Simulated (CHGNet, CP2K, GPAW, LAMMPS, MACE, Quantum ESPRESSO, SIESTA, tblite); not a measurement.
# Predicting plane-wave site energies from MACE MPA-0 medium: Sn in place of Ge in amorphous Ge (61 atoms)

Density of this cell: 5.38 g/cm³. The cell holds 61 atoms: 61 Ge. Cell: a = 11.099 Å, b = 11.099 Å, c = 11.099 Å, α = 90.0°, β = 90.0°, γ = 90.0°. 61 atoms (61 Ge) placed at random at 5.38 g/cm³, melted at 3500 K for 10 ps at fixed volume with the Tersoff potential (Tersoff, Phys. Rev. B 39, 5566 (1989)). Quenched from 3500 K to 100 K at 5 K/ps and fixed volume, held 5 ps, then minimised at fixed cell. Then the atoms were relaxed with MACE MPA-0 medium in the fixed cell.

Calculated with Quantum ESPRESSO 7.5: PBE; plane waves, SSSP efficiency, 60/480 Ry; k-points Γ. The cheaper level is MACE MPA-0 medium, trained on PBE(+U) plane-wave data, no dispersion term. Each row is one cell with Sn in place of Ge, relaxed with MACE MPA-0 medium; both levels solve the same cells, and energies are counted from site Ge61 at each level.

| energy from MACE MPA-0 medium (eV) | energy from plane waves (eV) | site |
| --- | --- | --- |
| 0.000 | 0 | Ge61 |
| 0.109 | -0.02079 | Ge35 |
| 0.234 | 0.3054 | Ge16 |
| 0.253 | ? | ? |
| 0.332 | 0.2374 | Ge11 |

**Question.** Fit a straight line to the rows given and interpolate to the withheld row.

**Working.**

Take u as the energy from MACE MPA-0 medium and v as that from plane waves.

| u (eV) | v (eV) |
| --- | --- |
| 0 | 0 |
| 0.109156 | -0.0207900 |
| 0.233674 | 0.305359 |
| 0.332377 | 0.237377 |

With n = 4: mean u = 0.168802, mean v = 0.130486, Σ(u − ū)² = 0.063017, Σ(u − ū)(v − v̄) = 0.059878. Slope b = 0.059878 / 0.063017 = 0.95020; intercept a = v̄ − b ū = -0.029908.

At the withheld site u = 0.2531, and v = a + b u.

Prediction at 0.253: 0.2106 eV. The run gave 0.2221 eV, so the fit is low by 0.011 eV (5.2 % of the value).

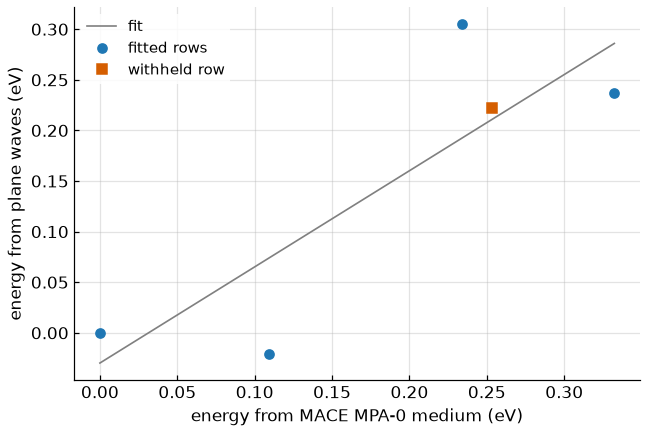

The fit, the rows that it rests on and the withheld row.

The slope of 0.95 says that MACE MPA-0 medium spreads the sites about as widely as plane waves do. Taken as it stands, without the line, its value misses the withheld site by 0.031 eV. Among the rows given, the largest miss of the fit is at 0.234, by 0.11 eV (35 % of the range of the table).

Limits: Few sites, one cell. The geometries are those of MACE MPA-0 medium, not of DFT.

[Hosts, paths, dates, database ids (printed as entryN), source tags and the programs' standing remarks are cut or masked in the printed files.]
